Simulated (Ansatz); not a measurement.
Start from NaCl in the rock salt structure (space group Fm-3m, No. 225; a = 5.601 Å). Axes: x, y, z lie along the cube axes.

It is then changed as follows: compressive biaxial strain of 0.83 % in the plane normal to [111], as in epitaxy on a mismatched substrate; the out-of-plane cell vector and the atoms relax.

The values are results of PBEsol (Ansatz, a first-principles code; PAW; 420 eV plane waves; scalar-relativistic without spin-orbit coupling), not measurements.

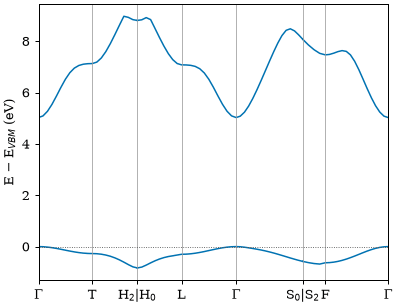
Highest valence and lowest conduction band along the path of the changed cell's own zone

The gap is 5.03 eV, direct at Γ; the base has 5.01 eV.

No phonon test of stability was made. Labels are those of the standard path for the cell's own space group.
